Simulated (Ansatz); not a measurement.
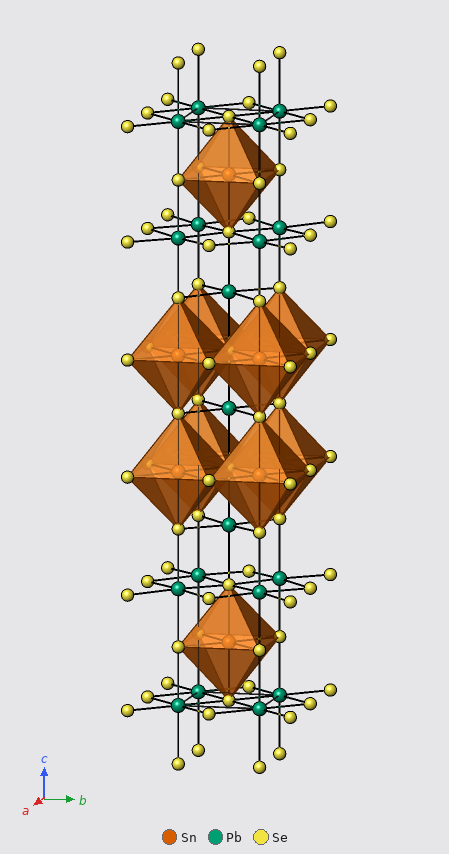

Drawn in the polyhedral manner and seen slightly off an axis. One conventional unit cell is framed, with atoms on its boundary repeated. Some atoms of the next cells are drawn as well.

Sn$_{2}$Pb$_{3}$Se$_{5}$, space group I4/mmm (No. 139), a = 4.355 Å, b = 4.355 Å, c = 30.793 Å, α = 90.00°, β = 90.00°, γ = 90.00°. Origin of the cell: a structure type filled with these elements by a generator (whether the compound takes this form wasn't checked). Earlier steps of the study, as a rule a relaxation of our own, may have changed the cell and positions, so they can lie some per cent off the listed ones. An electronic-structure calculation with Ansatz was run on it.

This one geometry was computed with Ansatz (DFT, plane waves, PAW) at three levels of theory: PBEsol, r2SCAN and PBE.

Which level gives the highest pressure at this volume, and what does that say about its equilibrium volume?

Answer. Highest: PBE (0.0 GPa), which points to the largest equilibrium volume. Lowest, with the smallest volume: PBEsol (-2.7 GPa). Levels within 0.5 GPa of each other can't be told apart.

How does the band gap change with the level of theory?

Answer. PBEsol: a gap of 0.04 eV, direct; PBE: a gap of 0.06 eV, direct; r2SCAN: a gap of 0.11 eV, direct.

Collect the results in a table.

Answer.
| level | cutoff (eV) | k-mesh of the run's cell | gap (eV) | pressure (GPa) |
| --- | --- | --- | --- | --- |
| PBEsol | 420 | 12×12×12 | 0.04 | -2.7 |
| r2SCAN | 500 | 12×12×12 | 0.11 | -1.0 |
| PBE | 420 | 12×12×12 | 0.06 | 0.0 |

Gaps are taken on the k-mesh or band path of each run.
